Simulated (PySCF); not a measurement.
# C3H7FSeSi: electronic excitations

What electronic excitations should C3H7FSeSi (`C[C@@H]1C[Se][Si@H]1F`) show?

Programs: PySCF 2.14.0, with density-fitted response routines of our own. Each step states its level of theory. These are calculated values for one molecule in the gas phase, unless marked as measured. Atoms count from 0, in the outputs and in this text.

## (1) The molecule as given

13 atoms, charge 0, multiplicity 1; geometry from: GFN2-xTB.

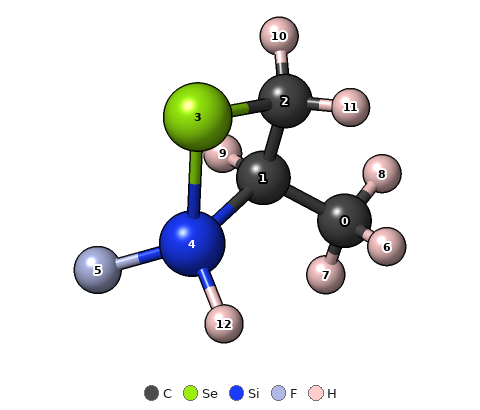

The starting geometry (carbon dark grey, selenium green, silicon blue, fluorine light blue, hydrogen pink), atoms numbered.

## (2) Ultraviolet spectrum: CAM-B3LYP/def2-SVPD

Job settings and geometry (Å):

```
{"job": {"kind": "uv", "xc": "CAM-B3LYP", "basis": "def2-SVPD", "nstates": 8, "ntriplets": 3}, "charge": 0, "multiplicity": 1}
C      1.428885    -0.337690    -0.512060
C     -0.036860     0.061935    -0.451550
C     -0.268350     1.391446     0.288824
Se    -1.938167     1.017931     1.319057
Si    -1.242143    -1.012998     0.563538
F     -2.294201    -1.836692    -0.338132
H      1.839941    -0.450534     0.489188
H      1.541998    -1.283565    -1.037234
H      2.011233     0.417742    -1.038294
H     -0.412122     0.155813    -1.475701
H     -0.400987     2.258603    -0.355601
H      0.524580     1.602860     1.005837
H     -0.758194    -1.984365     1.524398
```

Level: TDDFT CAM-B3LYP/def2-SVPD, vertical, gas phase, core orbitals frozen in the response.

The run is started by

```console
$ OMP_NUM_THREADS=1 python probes_run.py task.json out
```

This one command runs all jobs of the session in turn.

What it wrote:

```text
coarse grid: 51888 points
cycle   1  E = -2908.9304649240  dE = -2.469e-01  |g| = 5.587e-01  |ddm| = 4.998e+00
cycle   2  E = -2908.9148636870  dE =  1.560e-02  |g| = 7.015e-01  |ddm| = 1.441e+00
cycle   3  E = -2908.9964356074  dE = -8.157e-02  |g| = 6.984e-02  |ddm| = 6.258e-01
cycle   4  E = -2908.9973654849  dE = -9.299e-04  |g| = 2.276e-02  |ddm| = 1.375e-01
cycle   5  E = -2908.9975069282  dE = -1.414e-04  |g| = 7.625e-03  |ddm| = 4.793e-02
cycle   6  E = -2908.9975182121  dE = -1.128e-05  |g| = 8.548e-04  |ddm| = 1.187e-02
cycle   7  E = -2908.9975185912  dE = -3.791e-07  |g| = 4.780e-04  |ddm| = 3.478e-03
final grid: 107832 points
cycle   8  E = -2908.9974349202  dE = -7.370e-08  |g| = 4.841e-04  |ddm| = 4.240e-03
cycle   9  E = -2908.9974349126  dE =  7.619e-09  |g| = 5.429e-04  |ddm| = 1.773e-03
cycle  10  E = -2908.9974349888  dE = -7.622e-08  |g| = 4.563e-05  |ddm| = 8.250e-04
cycle  11  E = -2908.9974349894  dE = -6.321e-10  |g| = 1.550e-05  |ddm| = 8.872e-05
converged SCF energy = -2908.9974349894

Static polarisability (au): isotropic 85.306, principal 71.160 87.174 97.582

Singlet excitations
state   eV       nm        f      main configurations
  1   4.7297    262.1   0.00048   H->L 0.74, H->L+1 0.11
  2   5.5128    224.9   0.01520   H->L+1 0.78, H->L 0.12
  3   6.0898    203.6   0.01797   H->L+2 0.41, H-1->L 0.20, H->L+3 0.17
  4   6.2629    198.0   0.01844   H-1->L 0.68, H->L+2 0.17
  5   6.7075    184.8   0.03291   H->L+3 0.31, H->L+2 0.21, H-1->L+1 0.19
  6   6.8801    180.2   0.12206   H->L+4 0.65, H-1->L+1 0.27
  7   6.9831    177.5   0.03731   H->L+3 0.26, H-1->L+1 0.18, H-1->L+3 0.16
  8   7.1123    174.3   0.04861   H-1->L+2 0.33, H-1->L+1 0.21, H-1->L+3 0.17

Triplet excitations (Tamm-Dancoff, eV): 4.2832 5.1509 5.5106
```

Run time: 49 s. Hardware: 1 thread of Arm Neoverse V2, shared host; peak memory 0.93 GiB.

Frontier orbitals and where they lie:

| orbital | eV | atoms |
| --- | --- | --- |
| HOMO−3 | -10.87 | Se3 28 %, C2 25 %, C0 12 % |
| HOMO−2 | -10.24 | Se3 22 %, Si4 20 %, C2 15 % |
| HOMO−1 | -9.14 | Se3 44 %, C1 19 %, Si4 15 % |
| HOMO | -8.02 | Se3 73 %, C2 10 %, Si4 9 % |
| LUMO | 0.40 | Se3 53 %, C2 13 %, Si4 10 % |
| LUMO+1 | 0.75 | Se3 44 %, Si4 21 %, H12 9 % |
| LUMO+2 | 1.24 | Se3 30 %, Si4 14 %, C0 11 % |

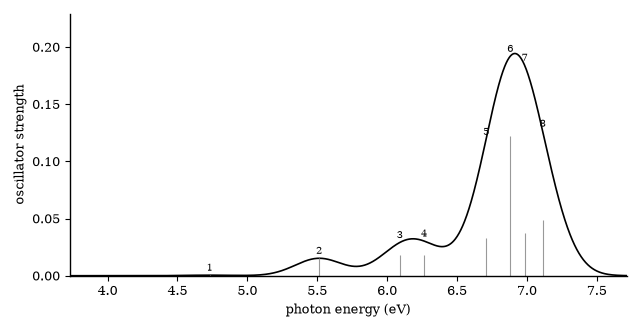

Absorption spectrum from the 8 singlet states computed; above the last one it falls off for lack of states. Lines are broadened to a width of 0.40 eV (Gaussian).

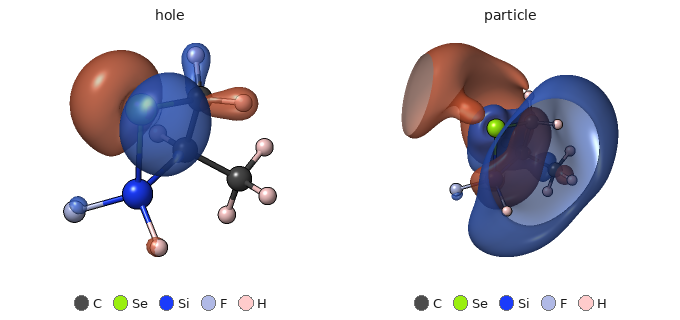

Leading natural transition orbitals of singlet state 6: the electron leaves the hole (left) for the particle orbital (right).

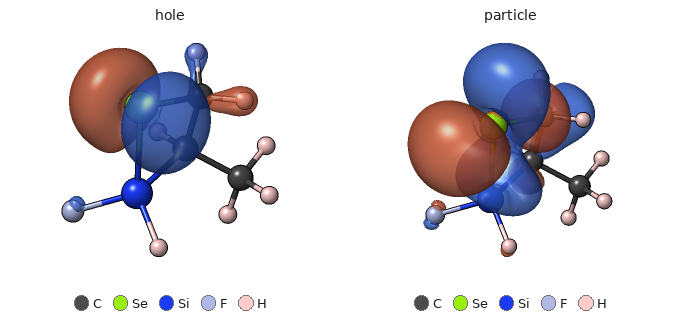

Leading natural transition orbitals of singlet state 1: the electron leaves the hole (left) for the particle orbital (right).

Ground-state properties from the same run:

| property | computed |
| --- | --- |
| dipole moment (D) | 2.60 |
| polarisability (Å³) | 12.64 |
| HOMO–LUMO gap (eV) | 8.41 |
| −ε(HOMO) (eV) | 8.02 |

The fields below are evaluated on a grid from the run's orbitals.

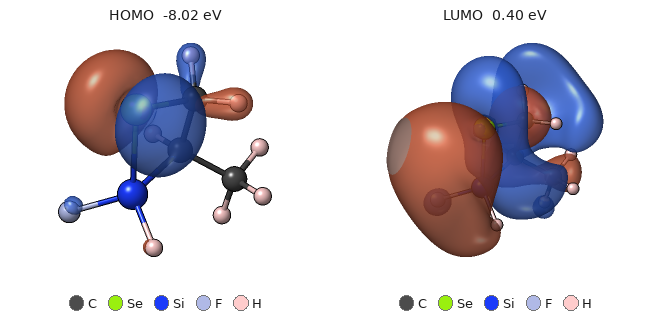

CAM-B3LYP/def2-SVPD orbitals near the gap, drawn at the value that encloses 70 % of each; the two colours are the two signs. The LUMO is diffuse and is cut off by the edge of the grid.

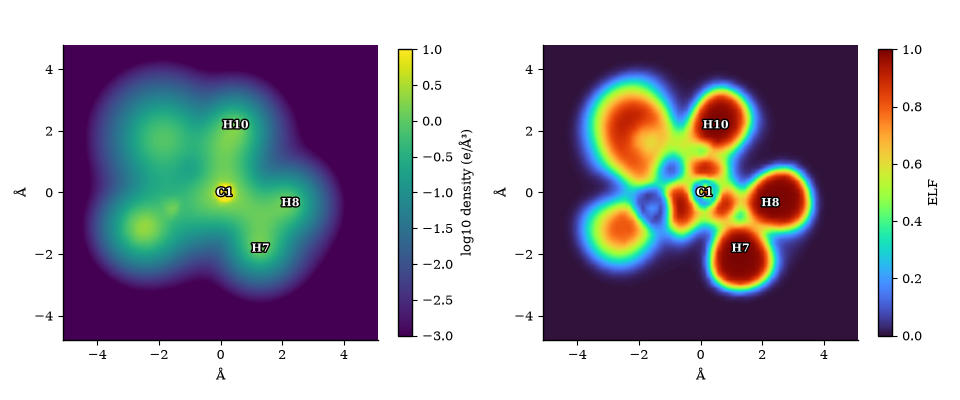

Density (left) and ELF (right) in a plane through or near 4 of the atoms.

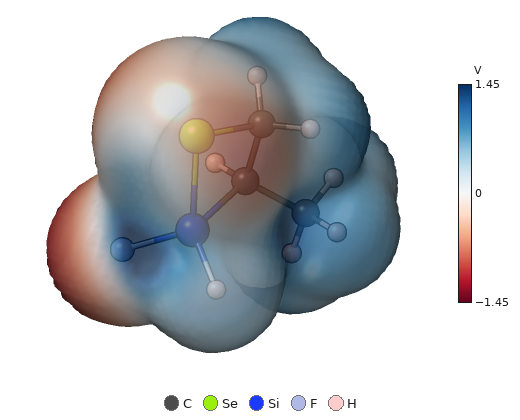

The potential that a unit positive charge feels on the 0.002 e/bohr³ surface, from -1.02 V near F5 to 1.45 V near Si4.

## (3) What came out

| quantity | value |
| --- | --- |
| lowest singlet (CAM-B3LYP/def2-SVPD) | 4.73 eV (262 nm), f = 0.000 |
| brightest single state of those computed | state 6, 6.88 eV, f = 0.122 |
| lowest triplet | 4.28 eV |
| surface potential, least and greatest | -1.02 V and 1.45 V |

**Reading.** The lowest singlet, at 4.73 eV, is HOMO→LUMO 0.74, HOMO→LUMO+1 0.11 and is dark; of the 8 states computed, the strongest absorption comes from state 6 at 6.88 eV. The lowest triplet lies 0.45 eV below the lowest singlet (triplets in Tamm-Dancoff, singlets in full TDDFT).
